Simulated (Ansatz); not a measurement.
# doublet C4H10O+ at 6 levels

We compute a comparison of 6 runs (UHF/STO-3G, UHF/def2-SVP, UPBE/def2-SVP, USVWN5/def2-SVP, UMP2/def2-SVP, UCCSD/def2-SVP) of doublet C4H10O+. 

Program for the calculation: Ansatz 0.2.0.

28 further runs of the same task are left out: 28 set aside as unsound or not needed.

## 1. Starting point

The species is C4H10O+ (15 atoms), meant as a doublet with charge +1. SMILES of the parent species: `CCCOC`. Geometry: relaxed at PBE0-D4/def2-TZVP. This is one conformer, not always the lowest. That shape belongs to the parent species and isn't relaxed for this state.

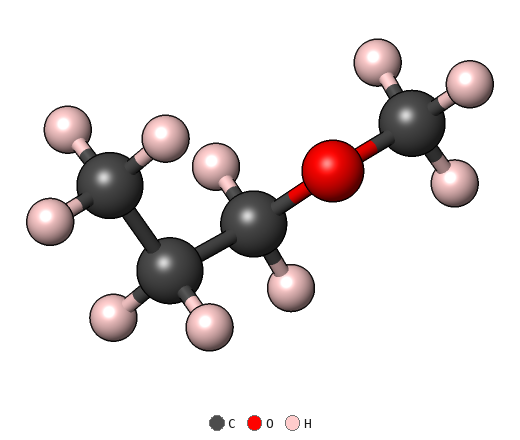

The structure, seen from a chosen angle (carbon dark grey, oxygen red, hydrogen pink).

## 2. A single-point energy at UHF/STO-3G (run 1)

Input file input.yaml:

```yaml
crystal:
  periodic: [false, false, false]
  atoms:
    - symbol: C
      position_ang: [-1.590400, -0.737100, -1.038200]
    - symbol: C
      position_ang: [-0.374800, -1.300100, -0.322500]
    - symbol: C
      position_ang: [0.668700, -0.252100, -0.013200]
    - symbol: O
      position_ang: [0.125100, 0.699600, 0.865900]
    - symbol: C
      position_ang: [1.027900, 1.722200, 1.172200]
    - symbol: H
      position_ang: [-1.307900, -0.284600, -1.993300]
    - symbol: H
      position_ang: [-2.325800, -1.517900, -1.244000]
    - symbol: H
      position_ang: [-2.072400, 0.033100, -0.434200]
    - symbol: H
      position_ang: [0.098500, -2.077200, -0.931700]
    - symbol: H
      position_ang: [-0.676600, -1.776600, 0.615800]
    - symbol: H
      position_ang: [1.557900, -0.717300, 0.440900]
    - symbol: H
      position_ang: [0.998400, 0.242400, -0.942500]
    - symbol: H
      position_ang: [0.529400, 2.412500, 1.853400]
    - symbol: H
      position_ang: [1.931600, 1.331000, 1.661600]
    - symbol: H
      position_ang: [1.336500, 2.272200, 0.271500]
basis:
  gaussian:
    orbitals: STO-3G
total_charge: 1
magnetization:
  spin_polarized: true
  initial_magnetization: 1
hamiltonian:
  xc: hf
accuracy: high
output:
  orbitals: {seedname: orbitals}
```

Started as:

```console
$ ansatz run input.yaml --threads 1 --pin off --max-ram 3480MiB --events-out events.jsonl --progress --plain --runs-dir runs
```

What it wrote:

```text
Warning: RAYON_NUM_THREADS=1 ignored (pool sized by the plan → 1); use --threads N
Functional definition: HF
  name "HF"
  exchange = exact_x
  correlation = 0
749 factors; integrals over basis functions are off by at most 2.1e-9 eV
mean field evaluation 1: about -6229.9421 eV, gradient 1.5e1 eV
mean field evaluation 2: about -6230.2735 eV, gradient 1.5e1 eV
mean field evaluation 4: about -6232.8382 eV, gradient 3.3e0 eV
mean field evaluation 8: about -6233.1061 eV, gradient 3.0e-4 eV
mean field -6233.10279903 eV, -229.0623029154 hartree, gradient 2.7e-8 eV, S^2 0.758856; 0 other end points of the search recorded, 0 dependent functions left out
reference -6233.10279903 eV, -229.0623029154 hartree; 21, 20 occupied and 14, 15 virtual orbitals, 749 factors
Total energy: -6233.10279903 eV, -229.0623029154 hartree
```

Run time: 1.6 s. Hardware: 1 thread of Arm Neoverse V2, shared host.

## 3. The energy at UHF/def2-SVP (run 2)

Input file input.yaml:

```yaml
crystal:
  periodic: [false, false, false]
  atoms:
    - {symbol: C, position_ang: [-1.590400, -0.737100, -1.038200]}
    - {symbol: C, position_ang: [-0.374800, -1.300100, -0.322500]}
    - {symbol: C, position_ang: [0.668700, -0.252100, -0.013200]}
    - {symbol: O, position_ang: [0.125100, 0.699600, 0.865900]}
    - {symbol: C, position_ang: [1.027900, 1.722200, 1.172200]}
    - {symbol: H, position_ang: [-1.307900, -0.284600, -1.993300]}
    - {symbol: H, position_ang: [-2.325800, -1.517900, -1.244000]}
    - {symbol: H, position_ang: [-2.072400, 0.033100, -0.434200]}
    - {symbol: H, position_ang: [0.098500, -2.077200, -0.931700]}
    - {symbol: H, position_ang: [-0.676600, -1.776600, 0.615800]}
    - {symbol: H, position_ang: [1.557900, -0.717300, 0.440900]}
    - {symbol: H, position_ang: [0.998400, 0.242400, -0.942500]}
    - {symbol: H, position_ang: [0.529400, 2.412500, 1.853400]}
    - {symbol: H, position_ang: [1.931600, 1.331000, 1.661600]}
    - {symbol: H, position_ang: [1.336500, 2.272200, 0.271500]}
basis:
  gaussian:
    orbitals: def2-SVP
total_charge: 1
magnetization:
  spin_polarized: true
  initial_magnetization: 1
hamiltonian:
  xc: hf
accuracy: high
output: {orbitals: {seedname: orbitals}}
```

Started as:

```console
$ ansatz run input.yaml --threads 1 --pin off --max-ram 3480MiB --events-out events.jsonl --progress --plain --runs-dir runs
```

What it wrote:

```text
Warning: RAYON_NUM_THREADS=1 ignored (pool sized by the plan → 1); use --threads N
[... 4 set-up lines as earlier in the session ...]
3051 factors; integrals over basis functions are off by at most 7.5e-9 eV
mean field evaluation 1: about -6297.8121 eV, gradient 2.8e1 eV
mean field evaluation 2: about -6297.8192 eV, gradient 2.8e1 eV
mean field evaluation 4: about -6302.9433 eV, gradient 4.4e0 eV
mean field evaluation 8: about -6303.5070 eV, gradient 1.8e-1 eV
mean field evaluation 16: about -6299.2920 eV, gradient 1.7e1 eV
mean field -6303.50731333 eV, -231.6496210942 hartree, gradient 1.4e-8 eV, S^2 0.762744; 0 other end points of the search recorded, 0 dependent functions left out
reference -6303.50731333 eV, -231.6496210942 hartree; 21, 20 occupied and 99, 100 virtual orbitals, 3051 factors
Total energy: -6303.50731333 eV, -231.6496210942 hartree
```

Wall time 12 s (1 thread of Arm Neoverse V2, shared host); peak memory 0.53 GiB.

Runs 3 to 5 aren't shown in full; the table further down has their settings and results.

## 4. A single-point energy at UCCSD/def2-SVP (run 6)

Changes to input.yaml since step 3:

```diff
@@ -25,5 +25,7 @@
   initial_magnetization: 1
-hamiltonian:
-  xc: hf
+correlation:
+  method: ccsd
+  frozen_orbitals: {C: 1, H: 0, O: 1}
 accuracy: high
-output: {orbitals: {seedname: orbitals}}
+scf:
+  omitted_lower_state_checks: [cluster_reference, increment]
```

Started as:

```console
$ ansatz run input.yaml --threads 1 --pin off --max-ram 3480MiB --events-out events.jsonl --progress --plain --runs-dir runs
```

What it wrote:

```text
Warning: RAYON_NUM_THREADS=1 ignored (pool sized by the plan → 1); use --threads N
[... 12 lines left out ...]
5 core orbitals not correlated: weight in the atoms' cores, before any rotation towards them, 1.000 or more for the frozen orbitals, at most 0.000 for the correlated occupied ones
[... 35 lines left out ...]
Total energy: -6325.06117996 eV, -232.4417110832 hartree
Checks for a lower state left out: cluster_reference, increment
```

Wall time 6.4 min (1 thread of Arm Neoverse V2, shared host); peak memory 2.7 GiB.

## 5. The series

| run | level | frozen core orbitals | energy (Eh) | HOMO energy (eV) | LUMO energy (eV) | ⟨S²⟩ | wall time |
| --- | --- | --- | --- | --- | --- | --- | --- |
| 1 | UHF/STO-3G | – | -229.062303 | -17.06 | -3.46 | 0.759 | 1.6 s |
| 2 | UHF/def2-SVP | – | -231.649621 | -17.71 | -6.08 | 0.763 | 12 s |
| 3 | UPBE/def2-SVP | – | -232.828213 | -12.91 | -12.70 | 0.752 | 28 s |
| 4 | USVWN5/def2-SVP | – | -231.088466 | -12.92 | -12.82 | 0.751 | 17 s |
| 5 | UMP2/def2-SVP | 5 | -232.365027 | – | – | 0.763 | 15 s |
| 6 | UCCSD/def2-SVP | 5 | -232.441711 | – | – | 0.763 | 6.4 min |

## 6. What came out

| quantity | value |
| --- | --- |
| run 6: total energy | -232.44171 Eh |
| run 6: correlation energy (5 core orbitals frozen) | -792.1 mEh |
| run 6: ⟨S²⟩ of the reference determinant | 0.763 |
| run 6: T1 diagnostic | 0.022 |

What this shows: Below the UHF energy at the same shape and in the same basis (def2-SVP): UMP2 -715.4 mEh; UCCSD -792.1 mEh. Totals of different functionals can't be ranked against each other. In run 1 the basis is minimal, so the values are rough. All runs together took 7.6 min, the longest 6.4 min.
